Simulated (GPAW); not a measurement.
Consider CaFe2P2 (I4/mmm).

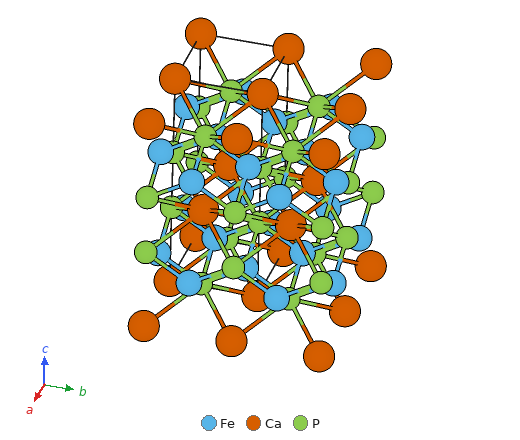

The structure (iron blue, calcium orange, phosphorus green). 2×2×1 conventional cells are drawn. Some periodic images of atoms are drawn too.

```xyz
5
Lattice="-1.9275 1.9275 4.9925 1.9275 -1.9275 4.9925 1.9275 1.9275 -4.9925" Properties=species:S:1:pos:R:3 pbc="T T T"
Fe    1.9275    0.0000    2.4962
Fe    0.0000    1.9275    2.4962
Ca    0.0000    0.0000    0.0000
P     0.0000    0.0000    6.3475
P     0.0000    0.0000    3.6375
```

Absorber: atom 1, with 4 P at 2.24 Å (distorted tetrahedral, site symmetry -4m2). Method: GPAW, LDA, excited-electron core hole (neutral cell), 10-atom cell with 5.5 Å between holes, 4×3×4 k points, dipole transitions, Gaussian full width 1.25 eV up to 4 eV, rising linearly to 3.5 eV at 25 eV.

**Question.** What does the Fe K edge look like?

Main maxima up to 30 eV above the zero (height): 1.2 eV (0.46), 4.2 eV (0.67), 8.8 eV (1.36), 13.4 eV (1.34) and 19.3 eV (1.31). A K edge sees empty p states. The weak features of the first eV are p character mixed into the empty d bands; the main 4p edge lies above them. The total-energy difference is 7091.26 eV. The tabulated edge of the element is 7112 eV. The functional leaves an error in such absolute values: in the free atom LDA prices this hole 16.1 eV below PBE (computed apart), and PBE is itself good to a few eV.

The Fe K spectrum (energy from the lowest empty level; intensity scaled to a mean of 1 over the first 20 eV; polarised curves are means over the symmetry-equivalent atoms):

| E (eV) | isotropic | ε ⊥ c | ε ∥ c |
| --- | --- | --- | --- |
| -2.0 | 0.00 | 0.00 | 0.00 |
| -0.5 | 0.06 | 0.04 | 0.11 |
| 1.0 | 0.45 | 0.39 | 0.56 |
| 2.5 | 0.31 | 0.29 | 0.34 |
| 4.0 | 0.65 | 0.57 | 0.81 |
| 5.5 | 0.59 | 0.62 | 0.52 |
| 7.0 | 0.90 | 0.87 | 0.97 |
| 8.5 | 1.34 | 1.24 | 1.56 |
| 10.0 | 1.18 | 1.17 | 1.20 |
| 11.5 | 1.15 | 1.25 | 0.95 |
| 13.0 | 1.33 | 1.42 | 1.16 |
| 14.5 | 1.31 | 1.29 | 1.36 |
| 16.0 | 1.31 | 1.15 | 1.64 |
| 17.5 | 1.27 | 1.27 | 1.28 |
| 19.0 | 1.30 | 1.44 | 1.02 |
| 20.5 | 1.26 | 1.42 | 0.93 |
| 22.0 | 1.18 | 1.25 | 1.03 |
| 23.5 | 1.26 | 1.24 | 1.31 |
| 25.0 | 1.45 | 1.32 | 1.72 |
| 26.5 | 1.67 | 1.49 | 2.04 |
| 28.0 | 1.93 | 1.84 | 2.13 |
| 29.5 | 2.16 | 2.15 | 2.16 |
| 31.0 | 2.19 | 2.24 | 2.10 |

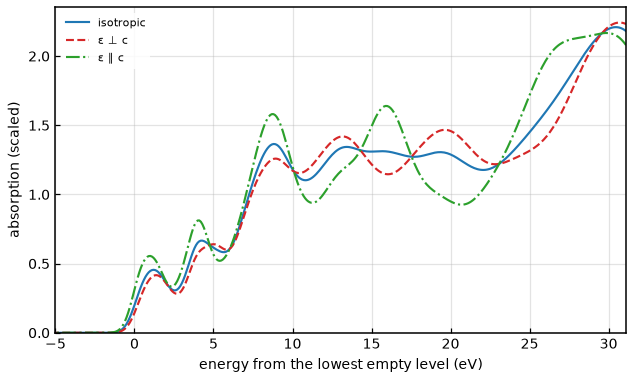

The Fe K edge.

The hole lies in one spin channel, while the script sums the empty states of both and takes the lower zero; where the two channels are split, this blurs and shifts the curve. Quadrupole 1s→3d transitions, which feed the pre-edge, are not in the dipole spectrum. The starting moments shrank to 0.00 μB or less, so this is hardly a magnetic state. The holes are only 5.5 Å apart, so the shape is probably not converged with cell size; no larger cell was run here. The mesh is coarse (0.38 Å⁻¹ between points), so small maxima may be mesh ripples. Lifetime broadening is put in by hand, and intensities beyond about 20 eV depend on it and on the partial waves. The structure is a published determination, not relaxed.

[Banner, clock and machine lines of the logs are left out without a mark of their own.]

[Logs are printed without paths, hosts, clocks, repeated set-up lines and the standing remarks that a program may print on its own settings, such as how far it seeks lower states.]

[Hosts, paths, dates, database ids (printed as entryN), source tags and the programs' standing remarks are cut or masked in the printed files.]

[Lists of maxima count a maximum above −3 eV only where it reaches 4 % of the highest in the window and stands out from its surroundings by 2 % of it (1.5 % where it reaches 55 %); shoulders and weaker maxima are passed over, and of the rest the first, up to two pre-edge ones and the few strongest are named.]
